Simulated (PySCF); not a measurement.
System: C₅H₆F₂OSi (SMILES C#C/C=C\CO[SiH](F)F).

```xyz
15

C    -2.8558   -1.3296    0.0689
C    -2.2162   -0.3192    0.1853
C    -1.4804    0.8722    0.3522
C    -0.3704    1.1693   -0.3207
C     0.2686    0.2689   -1.3277
O     1.6024   -0.0381   -0.9902
Si    2.2879   -0.5007    0.3736
F     2.2710    0.6634    1.4695
F     3.8149   -0.6251   -0.0405
H    -3.4188   -2.2090   -0.0321
H    -1.8863    1.5650    1.0781
H     0.1553    2.0921   -0.1266
H    -0.3014   -0.6621   -1.4226
H     0.3118    0.7631   -2.3058
H     1.8131   -1.7022    1.0056
```

Geometry: GFN2-xTB.

Level of theory: CAM-B3LYP/def2-SVPD, SCF density, gas phase (PySCF).

Predict the electron density and electron localisation function between the atoms.

C–C (1.20 Å): ρ is about 2.7 e/Å³ halfway; the ELF peaks at about 0.85 between the atoms; a short, multiple covalent bond.
C–H (1.05 Å): ρ at the midpoint is about 2.1 e/Å³; the ELF climbs to about 1 towards the hydrogen, as it does in any bond to H (a covalent bond by its length).
C–C (1.33 Å): ρ is about 2.3 e/Å³ halfway; the ELF peaks at about 0.95 between the atoms: a short, multiple covalent bond.

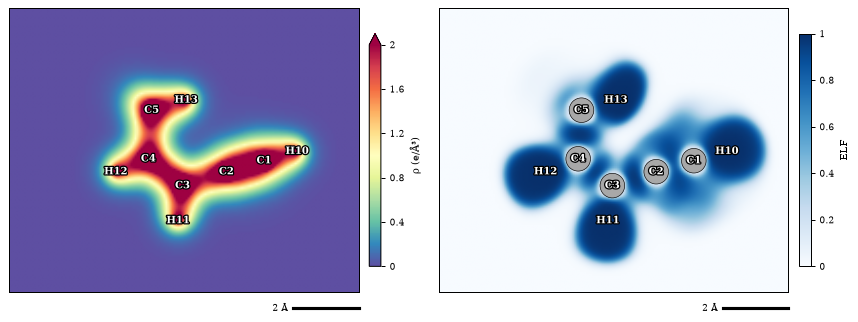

Computed electron density and electron localisation function on the plane of atoms C2, C3 and C4, in this order. Grey discs cover the atomic cores in the ELF map. 
